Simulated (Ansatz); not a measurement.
Geometry relaxation of ZrPH4Cl3O (part 2 of 2)

ZrPH4Cl3O; RKS BLYP-D4/def2-SVP (Ansatz 0.2.0). It belongs to a series of runs on one base structure; here: end point B relaxed.

Geometry of the input (Å):
```
Zr 0.4395  -0.3721  -0.5525
O  -0.7758  -0.4942  2.4651
H  -1.2370  -1.3549  2.5304
Cl 1.6451  -0.5930  -2.5550
Cl 0.4708  1.9112  0.0212
Cl -1.6586  -1.4255  -0.8312
P  1.8390  -1.6343  1.2139
H  1.0059  -2.8029  1.0565
H  2.8929  -2.1337  0.3733
H  0.0940  -0.6646  2.9127
```

Trajectory as extended XYZ, continued:
```
10
Properties=species:S:1:pos:R:3:forces:R:3 step=5 energy=-50239.35874
Zr    0.3174   -0.3616   -0.2244   -0.1095  -0.0732   0.0802
O    -0.6263   -0.4721    1.9734   -0.0102  -0.3003   0.3821
H    -1.2895   -1.1804    2.1406    0.0169   0.1764  -0.2245
Cl    1.4539   -0.6042   -2.2787   -0.0243   0.0067   0.0038
Cl    0.4670    1.9648    0.2245    0.0421  -0.0398  -0.0291
Cl   -1.7597   -1.5006   -0.6031    0.0397   0.0292  -0.0794
P     2.0027   -1.7495    1.2774    0.0618   0.0002  -0.0328
H     1.1497   -2.9056    1.1110    0.0301   0.0152  -0.0090
H     2.9740   -2.1798    0.3085   -0.0544   0.0274   0.0236
H     0.0265   -0.5748    2.7051    0.0078   0.1583  -0.1148
10
Properties=species:S:1:pos:R:3:forces:R:3 step=6 energy=-50239.36920
Zr    0.3109   -0.3794   -0.2132    0.0451  -0.0172   0.1089
O    -0.6233   -0.4754    1.9937   -0.0764  -0.3027   0.2792
H    -1.3345   -1.1471    2.1160    0.1408   0.1982  -0.0948
Cl    1.4243   -0.6208   -2.2797   -0.0173   0.0084   0.0079
Cl    0.5161    1.9448    0.2284    0.0096  -0.0446  -0.0310
Cl   -1.7665   -1.5074   -0.6330    0.0330   0.0382   0.0377
P     2.0365   -1.7458    1.2691   -0.0106   0.0187  -0.0485
H     1.1927   -2.9091    1.1048    0.0213  -0.0011   0.0033
H     2.9865   -2.1584    0.2724   -0.0409   0.0223   0.0128
H    -0.0268   -0.5654    2.7760   -0.1045   0.0798  -0.2753
10
Properties=species:S:1:pos:R:3:forces:R:3 step=7 energy=-50239.37583
Zr    0.3169   -0.3881   -0.1946    0.0419   0.0076   0.0300
O    -0.6350   -0.4949    1.9838   -0.0948  -0.1281   0.1117
H    -1.3750   -1.1307    2.1085    0.1261   0.1195  -0.0496
Cl    1.4116   -0.6235   -2.2714   -0.0075  -0.0136  -0.0152
Cl    0.5540    1.9362    0.2223   -0.0063  -0.0264   0.0077
Cl   -1.7681   -1.4998   -0.6143   -0.0134   0.0074   0.0004
P     2.0560   -1.7451    1.2720    0.0008  -0.0085  -0.0511
H     1.2264   -2.9195    1.1149    0.0120   0.0075   0.0054
H     2.9803   -2.1338    0.2422   -0.0181   0.0209   0.0324
H    -0.0513   -0.5647    2.7711   -0.0407   0.0137  -0.0717
10
Properties=species:S:1:pos:R:3:forces:R:3 step=8 energy=-50239.37740
Zr    0.3221   -0.3930   -0.1896    0.0107   0.0083   0.0013
O    -0.6398   -0.4963    1.9827   -0.0419  -0.0354  -0.0064
H    -1.3938   -1.1137    2.0939    0.0458   0.0341  -0.0111
Cl    1.3989   -0.6407   -2.2755   -0.0068  -0.0023  -0.0058
Cl    0.5649    1.9276    0.2338    0.0056  -0.0039  -0.0030
Cl   -1.7740   -1.4873   -0.6059   -0.0158  -0.0014  -0.0032
P     2.0669   -1.7432    1.2694    0.0007  -0.0136  -0.0145
H     1.2486   -2.9261    1.1171    0.0124   0.0075  -0.0008
H     2.9895   -2.1188    0.2342   -0.0130   0.0121   0.0239
H    -0.0675   -0.5724    2.7746    0.0023  -0.0055   0.0196
10
Properties=species:S:1:pos:R:3:forces:R:3 step=9 energy=-50239.37772
Zr    0.3180   -0.3915   -0.1864    0.0190   0.0111  -0.0114
O    -0.6433   -0.4929    1.9833   -0.0174  -0.0053  -0.0313
H    -1.3848   -1.1257    2.0829    0.0046   0.0099   0.0130
Cl    1.3897   -0.6521   -2.2729   -0.0023  -0.0018  -0.0106
Cl    0.5752    1.9284    0.2311    0.0035  -0.0070  -0.0004
Cl   -1.7844   -1.4759   -0.6034   -0.0081  -0.0023   0.0046
P     2.0615   -1.7441    1.2747   -0.0032  -0.0006  -0.0066
H     1.2566   -2.9332    1.1076   -0.0005   0.0000   0.0011
H     2.9951   -2.1050    0.2453   -0.0012   0.0107   0.0107
H    -0.0678   -0.5719    2.7724    0.0056  -0.0148   0.0309
10
Properties=species:S:1:pos:R:3:forces:R:3 step=10 energy=-50239.37853
Zr    0.3210   -0.3951   -0.1880   -0.0085  -0.0020   0.0086
O    -0.6454   -0.4944    1.9860    0.0155  -0.0096  -0.0011
H    -1.4057   -1.1050    2.0807   -0.0093   0.0023  -0.0070
Cl    1.3713   -0.6628   -2.2847    0.0035  -0.0059  -0.0003
Cl    0.5943    1.9217    0.2254    0.0019   0.0088   0.0008
Cl   -1.7914   -1.4663   -0.5951   -0.0071  -0.0009  -0.0012
P     2.0612   -1.7429    1.2788   -0.0088   0.0016   0.0102
H     1.2734   -2.9406    1.0927    0.0021  -0.0004  -0.0038
H     3.0138   -2.0816    0.2604    0.0054   0.0029  -0.0050
H    -0.0768   -0.5971    2.7783    0.0053   0.0030  -0.0013
10
Properties=species:S:1:pos:R:3:forces:R:3 step=11 energy=-50239.37913
Zr    0.3187   -0.3979   -0.1853   -0.0126   0.0004   0.0163
O    -0.6445   -0.4955    1.9887    0.0209  -0.0163   0.0290
H    -1.4261   -1.0812    2.0705   -0.0008   0.0056  -0.0028
Cl    1.3552   -0.6914   -2.2859    0.0037  -0.0034   0.0049
Cl    0.6169    1.9172    0.2187   -0.0031   0.0012  -0.0058
Cl   -1.8076   -1.4503   -0.5838    0.0020   0.0055  -0.0013
P     2.0561   -1.7423    1.2883   -0.0044  -0.0126  -0.0037
H     1.2953   -2.9519    1.0645    0.0083   0.0113  -0.0038
H     3.0322   -2.0398    0.2786    0.0008  -0.0006   0.0026
H    -0.0803   -0.6308    2.7803   -0.0147   0.0088  -0.0357
10
Properties=species:S:1:pos:R:3:forces:R:3 step=12 energy=-50239.37931
Zr    0.3143   -0.3998   -0.1794   -0.0035   0.0086  -0.0105
O    -0.6449   -0.4974    1.9935    0.0118  -0.0438   0.0558
H    -1.4457   -1.0592    2.0690    0.0436   0.0296  -0.0005
Cl    1.3468   -0.7187   -2.2788   -0.0040  -0.0007   0.0086
Cl    0.6260    1.9167    0.2035   -0.0061  -0.0087  -0.0026
Cl   -1.8253   -1.4300   -0.5754    0.0107   0.0060  -0.0008
P     2.0537   -1.7445    1.2930   -0.0018  -0.0463  -0.0119
H     1.3131   -2.9599    1.0274    0.0207   0.0317   0.0068
H     3.0585   -2.0106    0.3006   -0.0312   0.0130   0.0167
H    -0.0808   -0.6604    2.7811   -0.0404   0.0106  -0.0616
10
Properties=species:S:1:pos:R:3:forces:R:3 step=13 energy=-50239.37952
Zr    0.3162   -0.4000   -0.1782   -0.0214   0.0051  -0.0015
O    -0.6384   -0.4997    1.9943   -0.0096  -0.0269   0.0438
H    -1.4445   -1.0534    2.0700    0.0322   0.0216   0.0030
Cl    1.3503   -0.7268   -2.2753    0.0038  -0.0016   0.0018
Cl    0.6197    1.9185    0.1972   -0.0004  -0.0074  -0.0012
Cl   -1.8257   -1.4225   -0.5781    0.0103   0.0064   0.0039
P     2.0480   -1.7478    1.3020    0.0177  -0.0369  -0.0387
H     1.3130   -2.9638    1.0239    0.0185   0.0325   0.0029
H     3.0493   -1.9957    0.3010   -0.0200   0.0003   0.0317
H    -0.0722   -0.6728    2.7777   -0.0310   0.0069  -0.0456
10
Properties=species:S:1:pos:R:3:forces:R:3 step=14 energy=-50239.37975
Zr    0.3120   -0.3991   -0.1798    0.0160  -0.0019   0.0135
O    -0.6396   -0.5006    1.9956   -0.0007   0.0038  -0.0075
H    -1.4455   -1.0523    2.0756   -0.0008  -0.0006   0.0023
Cl    1.3524   -0.7305   -2.2729   -0.0009   0.0001  -0.0015
Cl    0.6182    1.9184    0.1948   -0.0022   0.0006  -0.0007
Cl   -1.8298   -1.4174   -0.5792   -0.0074  -0.0032  -0.0021
P     2.0476   -1.7474    1.3004   -0.0079  -0.0006  -0.0075
H     1.3158   -2.9621    1.0180   -0.0017   0.0009   0.0020
H     3.0541   -1.9966    0.3079    0.0027   0.0029   0.0007
H    -0.0694   -0.6763    2.7741    0.0028  -0.0020   0.0007
```

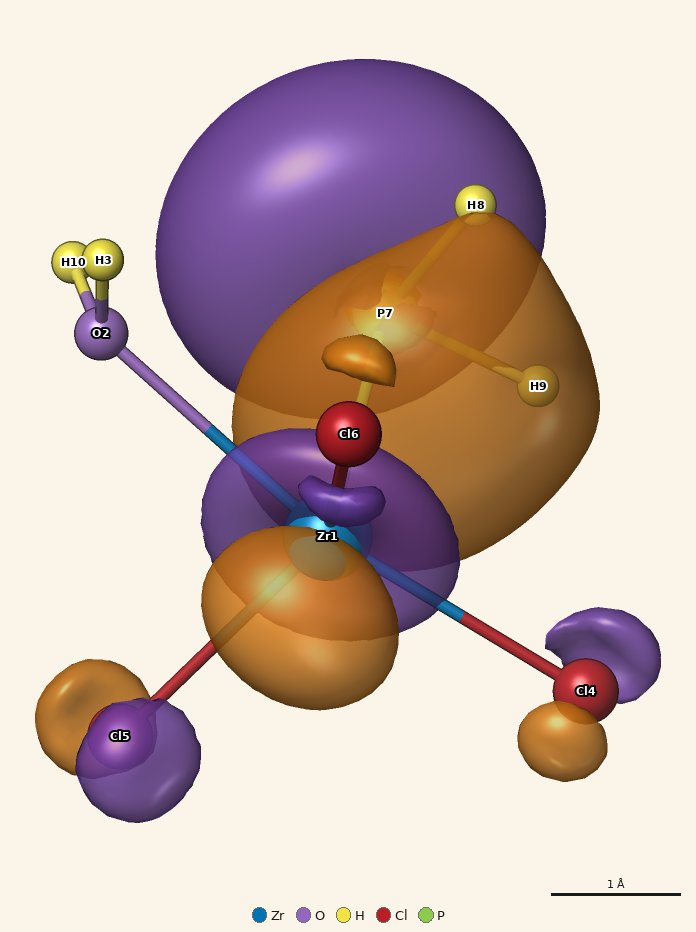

One frontier orbital at ±0.08 Å⁻³ᐟ² (orange and purple are the two phases), seen at an oblique angle. The HOMO, at −5.75 eV. Its weight (Hirshfeld) is mainly on P7 (70 %) and Zr1 (20 %).

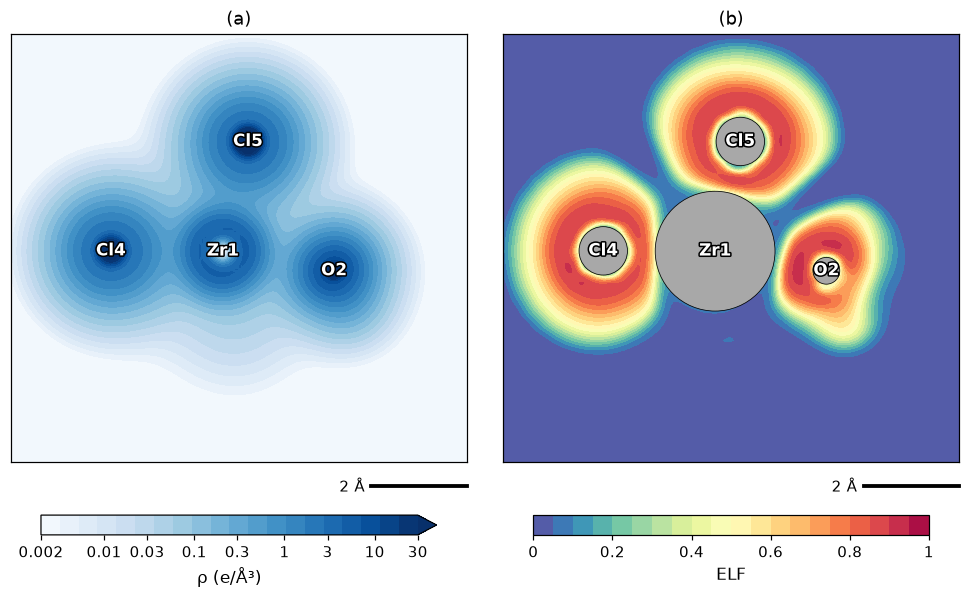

(a) electron density; (b) electron localisation function on the plane of atoms O2, Zr1 and Cl5. Grey discs, where drawn, cover atomic cores. Zr–Cl (2.36 Å): ρ at the midpoint is about 0.56 e/Å³; the ELF peaks at about 0.85 in the valence shell of Cl, 0.8 Å from its nucleus, and is about 0.30 at the midpoint.

Summary:

| quantity | value |
| --- | --- |
| outcome | converged |
| total energy | −50239.3802 eV |
| mean-field energy | −50238.6239 eV |
| largest force (length of the vector) at the end | 0.021 eV/Å |
| hardware | 4 threads of Intel Xeon @ 2.80GHz (Skylake/Cascade Lake), 24 GiB of memory available, shared host |
| wall time | 27 s (CPU time 99 s) |
| peak memory | 0.24 GiB |
